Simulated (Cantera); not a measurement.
Feed: 1 mol BN, 4.2 mol H2, equilibrated at 1.33 mbar.

These are equilibrium values from Cantera (NASA tables, ideal gas, pure condensed phases), not measurements of a reactor. Candidate condensed phases: B, BN; 15 gas species. Mutual solubility and eutectic melting of coexisting phases are not modelled. The tables' values for BH2 are old estimates; treat these amounts as uncertain. Equilibrium is a limit: real reactors are often held back by kinetics, nucleation or transport.

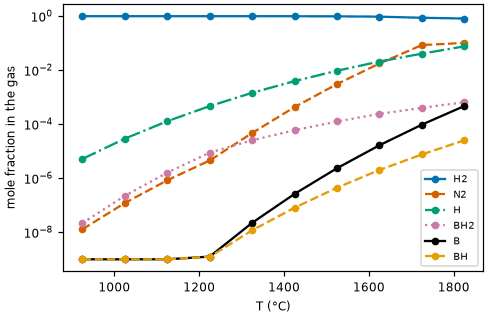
*Equilibrium gas composition (values under 1e-9 drawn at 1e-9)*

From 925 °C to 1225 °C the condensed part is BN(s). From 1325 °C to 1725 °C the condensed part is B(s) + BN(s). At 1825 °C the condensed part is B(s).
